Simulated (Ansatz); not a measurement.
```xyz
9

Si   -0.0799   -0.0329   -0.2257
O    -0.7268   -0.2309    1.2779
Si   -1.4225   -0.4316    2.8501
H    -2.5772   -1.3949    2.7221
H    -0.3502   -0.9848    3.7567
H    -1.8892    0.9230    3.3238
Cl    2.0860    0.0006   -0.1166
Cl   -0.7585    1.8337   -1.0990
Cl   -0.6824   -1.6629   -1.5241
```

Level of theory: RKS PBE/6-31G in Ansatz.

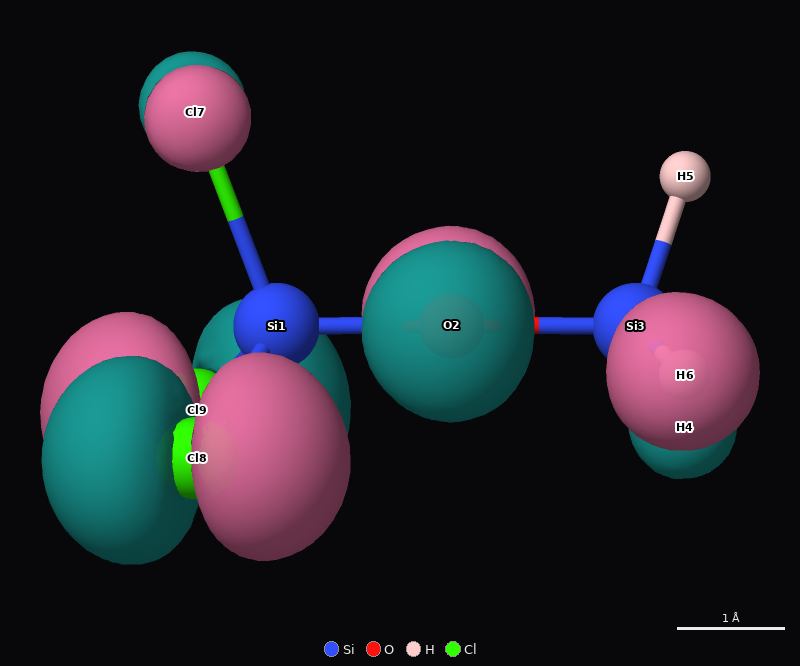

Cl3H3OSi2. The HOMO at ±0.1 Å⁻³ᐟ² (teal and pink are the two phases), seen from one side.

Where does this orbital lie, and at what energy?

Its weight (Hirshfeld) is mainly on Cl8 (about 25 %), Cl9 (about 25 %) and O2 (about 25 %); largely a combination of lone pairs on Cl8, Cl9 and O2. It is one of a degenerate set, so its orientation is arbitrary. Its energy is −7.92 eV.
